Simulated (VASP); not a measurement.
Energy against volume of GaAs (zinc blende). Method: SCAN meta-GGA, VASP's PBE PAW potentials (set 64) (plane waves; VASP 6.6.1).

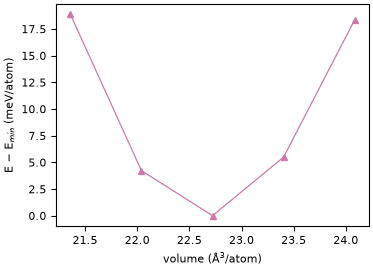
Figure. Energy against volume

Problem. Estimate the equilibrium volume and the bulk modulus.

Solution. The minimum lies near 22.7 Å³/atom, and the curvature gives B0 of about 73 GPa.

Measured: bulk modulus 76.7 GPa at 0 K (computed value off by -5.2 %), as given by Daniel Mejia-Rodriguez et al., Physical Review B (2018), arXiv:1807.09216 [0 K value with the zero-point phonon effect removed]; a 5.640 Å at 0 K (computed value off by +0.3 %), as given by Daniel Mejia-Rodriguez et al., Physical Review B (2018), arXiv:1807.09216 [static lattice: zero-point anharmonic expansion removed].

The compound is GaAs in the zinc blende structure. It was relaxed first.
